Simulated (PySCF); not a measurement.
**C4H8BNSi (SMILES C=CB(N)C#C[SiH3]): density, localisation and related maps**

Input file:

```
{"job": {"kind": "uv", "xc": "CAM-B3LYP", "basis": "def2-SVPD", "nstates": 8, "ntriplets": 3}, "charge": 0, "multiplicity": 1}
C     -3.179102     0.131083    -0.122367
C     -1.932777     0.399688    -0.492344
B     -0.716086    -0.580821    -0.355109
N     -0.905510    -1.954451    -0.301185
C      0.697385    -0.019896    -0.280114
C      1.815537     0.445069    -0.217635
Si     3.512179     1.159794    -0.117614
H     -3.985751     0.842890    -0.217807
H     -3.453210    -0.817561     0.314955
H     -1.735388     1.386441    -0.899064
H     -0.154458    -2.616955    -0.207955
H     -1.812589    -2.385514    -0.355825
H      4.283681     0.398839     0.872640
H      4.142772     1.053883    -1.437943
H      3.418902     2.565501     0.289799
```

Command:

```sh
OMP_NUM_THREADS=1 python probes_run.py task.json out
```

Geometry: GFN2-xTB.

These are results of CAM-B3LYP/def2-SVPD, SCF density, gas phase (PySCF 2.14.0), not measurements.

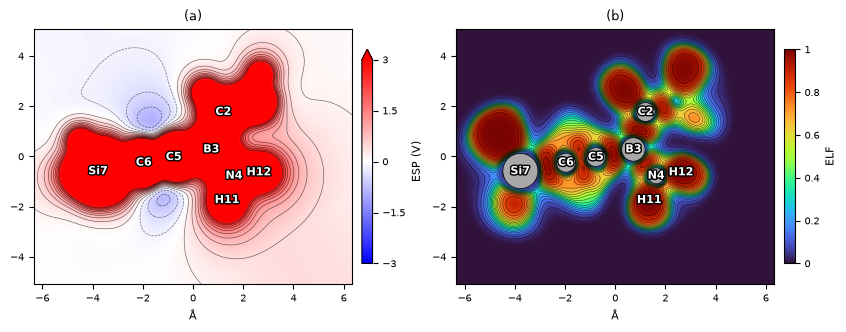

Figure 1. (a) electrostatic potential; (b) ELF on the plane of atoms H11, N4 and H12. Grey discs cover the atomic cores in the ELF map.

Q: Read the bonding off the picture.

A: Atoms in the plane: C, B, N, Si and H.
C–C (1.21 Å): the ELF peaks at about 0.85 between the atoms (a multiple bond).
B–N (1.39 Å): the ELF peaks at about 0.95 between the atoms (a short, strongly polar bond).
C–B (1.52 Å): the ELF peaks at about 1 between the atoms (localised, covalent bonding).
C–Si (1.84 Å): the ELF peaks at about 1 between the atoms (a covalent bond).
N–H (1.01 Å): the ELF climbs to about 1 towards the hydrogen, as it does in any bond to H: an ordinary covalent bond to hydrogen.
Outside the dense part of the molecule the potential is most negative (−0.9 V) near C6.

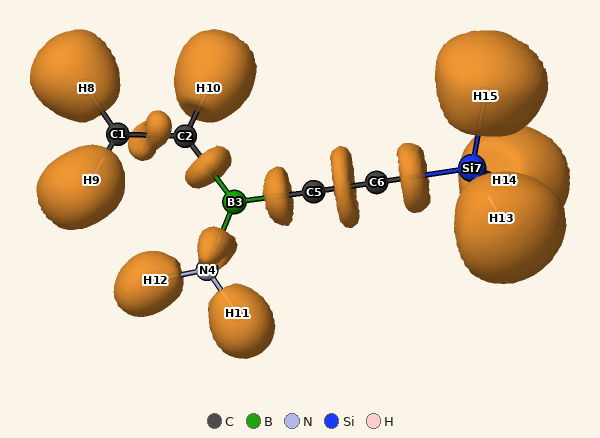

Figure 2. Isosurface of the electron localisation function at 0.85 (orange), seen across its widest extent. Core shells and regions of very low density are left out.

Q: What do the ELF domains correspond to?

A: The surface consists of two regions between bonded B–C atoms (shared pairs), one region between bonded B–N atoms (shared pairs), two regions between bonded C–C atoms (shared pairs), one region between bonded C–Si atoms (shared pairs) and eight regions around hydrogen nuclei.

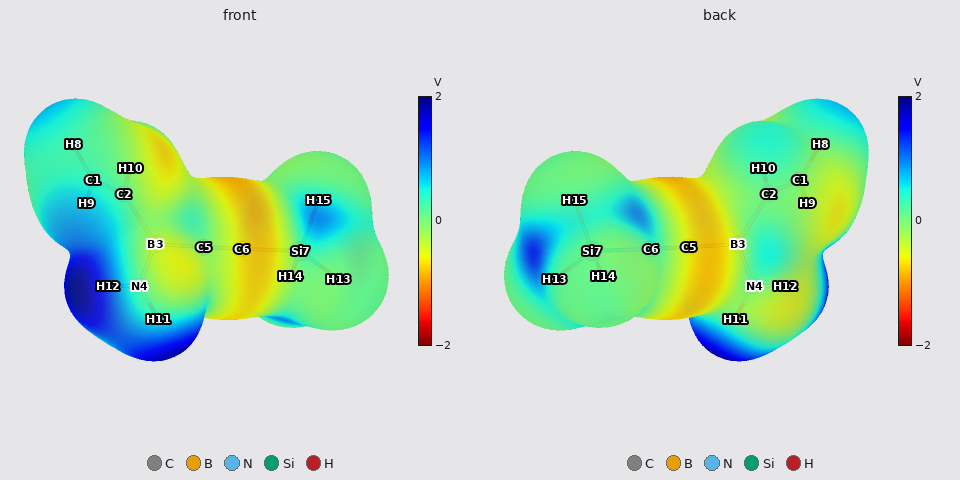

Figure 3. The molecular electrostatic potential painted on the density surface at 0.002 e/bohr³, seen from the front and from behind; the colour scale runs from red (negative) to blue (positive).

Q: Which sites attract a positive test charge, and which a negative one?

A: A positive charge is drawn to the negative regions and a negative charge to the positive ones. The most negative region (about −0.9 V) lies over C5 and C6, the most positive (about +1.9 V) over H11 and H12.

Q: What dipole moment does the calculation give?

A: Its dipole moment is 1.61 D.
